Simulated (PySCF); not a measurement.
**CASSCF(2,4)/6-31G(d) (spherical functions) run of [BSiNH7]− (SMILES [BH3-]N[SiH3])**

Aim: the vertical singlet–triplet gap of [BSiNH7]− at CASSCF(2,4)/6-31G* (spherical functions), from 2 runs. 

Program for the calculation: PySCF 2.14.0.

3 further runs of the same task are left out: 1 that didn't finish, 2 set aside as unsound or not needed.

### Step 1. Starting point

The species is [BSiNH7]− (10 atoms), meant as a singlet with charge -1. As SMILES, `[BH3-]N[SiH3]`. Geometry: relaxed at GFN2-xTB.

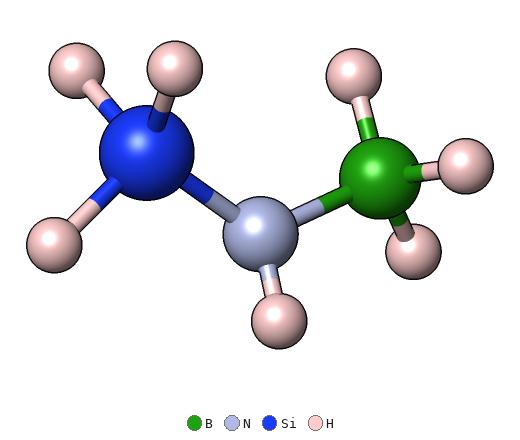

Viewed from a chosen angle; boron green, nitrogen light blue, silicon blue, hydrogen pink.

### Step 2. A single-point energy at CASSCF(2,4)/6-31G(d) (spherical functions)

geometry.xyz

```xyz
10

B     -0.793150     0.869830    -0.924190
N      0.010570    -0.395850    -0.473620
Si     0.646720    -0.688680     1.046850
H     -1.530790     0.547840    -1.845470
H     -1.439730     1.284740     0.017350
H     -0.014500     1.739080    -1.310270
H      0.515080    -0.786550    -1.255720
H      1.373650    -1.992680     1.003330
H     -0.411740    -0.814970     2.071310
H      1.643890     0.237240     1.670420
```

input.py

```python
# [BH3-]N[SiH3]
import numpy
from pyscf import gto, scf, mp, mcscf

mol = gto.M(
    atom='geometry.xyz',
    verbose=3,
    basis='6-31g*',
    max_memory=1860,
    charge=-1,
)

myscf = scf.RHF(mol)
myscf.conv_tol = 1e-10
myscf.kernel()
if not myscf.converged:
    myscf = myscf.newton().run(myscf.mo_coeff, myscf.mo_occ)

pt = mp.MP2(scf.addons.convert_to_uhf(myscf)).run()
noons, natorbs = mcscf.addons.make_natural_orbitals(pt)
print('natural occupations', numpy.round(noons[:40], 4))
cas = mcscf.CASSCF(myscf, 4, 2)
cas.fix_spin_(ss=0.0)
cas.natorb = True
cas.kernel(natorbs)
etot = cas.e_tot
print('Final energy', etot)
```

Run with:

```bash
$ OMP_NUM_THREADS=1 python input.py
```

Output:

```text
converged SCF energy = -372.126456267728
E(UMP2) = -372.478059875019  E_corr = -0.351603607291374
E(SCS-UMP2) = -372.481102229394  E_corr = -0.354645961665643
natural occupations [2.     1.9999 1.9999 1.9998 1.9996 1.9996 1.9996 1.9862 1.9836 1.9816
 1.9812 1.9791 1.9774 1.977  1.9644 1.96   1.9585 0.028  0.0241 0.0226
 0.0181 0.014  0.013  0.0126 0.0114 0.0111 0.0087 0.0082 0.0072 0.0071
 0.0065 0.0062 0.0052 0.0051 0.0048 0.0046 0.0045 0.0038 0.0027 0.0024]
CASSCF energy = -372.146890013593
CASCI E = -372.146890013593  E(CI) = -1.52935308385548  S^2 = 0.0000000
Final energy -372.1468900135928
```

It took 6.3 s on 1 thread of Arm Neoverse V1, shared host; peak memory 0.17 GiB.

### Step 3. The triplet at the same level

run.py

```python
import numpy
from pyscf import gto, scf, mp, mcscf

molecule = gto.Mole()
molecule.atom = '''
B   -0.793150   0.869830  -0.924190
N    0.010570  -0.395850  -0.473620
Si   0.646720  -0.688680   1.046850
H   -1.530790   0.547840  -1.845470
H   -1.439730   1.284740   0.017350
H   -0.014500   1.739080  -1.310270
H    0.515080  -0.786550  -1.255720
H    1.373650  -1.992680   1.003330
H   -0.411740  -0.814970   2.071310
H    1.643890   0.237240   1.670420
'''
molecule.max_memory = 1860
molecule.charge = -1
molecule.verbose = 4
molecule.spin = 2
molecule.basis = '6-31g*'
molecule.build()

calc0 = scf.ROHF(molecule)
calc0.conv_tol = 1e-10
calc0.kernel()
if not calc0.converged:
    calc0 = calc0.newton().run(calc0.mo_coeff, calc0.mo_occ)

pt = mp.MP2(scf.addons.convert_to_uhf(calc0)).run()
noons, natorbs = mcscf.addons.make_natural_orbitals(pt)
print('natural occupations', numpy.round(noons[:40], 4))
cas = mcscf.CASSCF(calc0, 4, 2)
cas.fix_spin_(ss=2.0)
cas.natorb = True
cas.kernel(natorbs)
e_final = cas.e_tot
print('E = %.10f Eh' % e_final)
```

Run with:

```bash
$ OMP_NUM_THREADS=1 python run.py
```

Output:

```text
PySCF version 2.14.0

[... 74 lines left out ...]
converged SCF energy = -371.947401381497
[... 34 lines left out ...]
sorting_mo_energy = False
[... 26 lines left out ...]
1-step CASSCF converged in   6 macro ( 86 JK  19 micro) steps
[... 2 lines left out ...]
Natural orbital (expansion on meta-Lowdin AOs) in CAS space
[... 11 lines left out ...]
CASSCF energy = -371.948955219707
[... 1 line left out ...]
E = -371.9489552197 Eh
```

Run time: 4.5 s. Hardware: 1 thread of Arm Neoverse V1, shared host; peak memory 0.17 GiB.

### Step 4. Results

Level: CASSCF(2,4)/6-31G* (spherical functions).

```
                                                      quantity          value
                                         singlet: total energy  -372.14689 Eh
                  singlet: HOMO energy (Hartree–Fock orbitals)       -3.74 eV
                  singlet: LUMO energy (Hartree–Fock orbitals)        8.65 eV
singlet: HOMO–LUMO gap (to an unbound level, set by the basis)       12.39 eV
                                         triplet: total energy  -371.94896 Eh
              vertical energy of the triplet above the singlet       5.386 eV
```

What this shows: At this shape the triplet lies 5.39 eV (520 kJ/mol) above the singlet. For an anion a state so high probably lies above electron detachment. Mulliken charges (singlet) of the mean-field density run from -0.95 on N2 to +0.79 on Si3. The HOMO (triplet) lies at positive energy, 5.87 eV: the electron is unbound at this level or held by a compact basis; values depend on the basis.
